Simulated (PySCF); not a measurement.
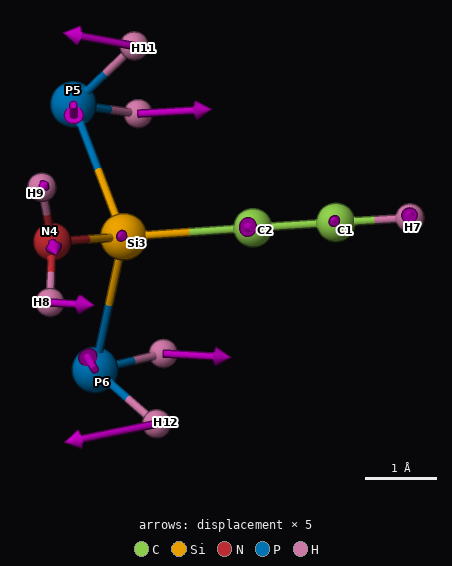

A relaxation of C2H7NP2Si. The starting structure is drawn; purple arrows show the displacements, 5 times their true length. The two geometries are superimposed by the best rigid fit.

A ball-and-stick model, seen face on.

The start comes from GFN2-xTB. Its atoms were then displaced at random by about 0.01 Å.

Computed with PBE0-D3(BJ)/def2-SVP geometry optimisation, gas phase (PySCF 2.14.0, density-fitted response routines). 

**Which element moves most?**

Hydrogen: up to 0.28 Å, against 0.13 Å for phosphorus.

**Describe the change and its energy.**

After 10 geometry steps the energy has fallen by 26.4 kJ/mol. The largest move after the best rigid fit is that of an H atom, 0.28 Å. By element the largest moves are H 0.28 Å, P 0.13 Å, C 0.08 Å, N 0.06 Å, Si 0.03 Å. Some distances before and after: H–P 1.365 → 1.430 Å, N–Si 1.685 → 1.727 Å, C–C 1.188 → 1.219 Å, H–N 0.983 → 1.015 Å. Bond angles that change, for instance: P–Si–P 112.4° → 107.7°, N–Si–P 103.2° → 107.5°, Si–N–H 122.5° → 119.1°. Cost: 83 s on 1 thread of Arm Neoverse V2, with other jobs on the host.
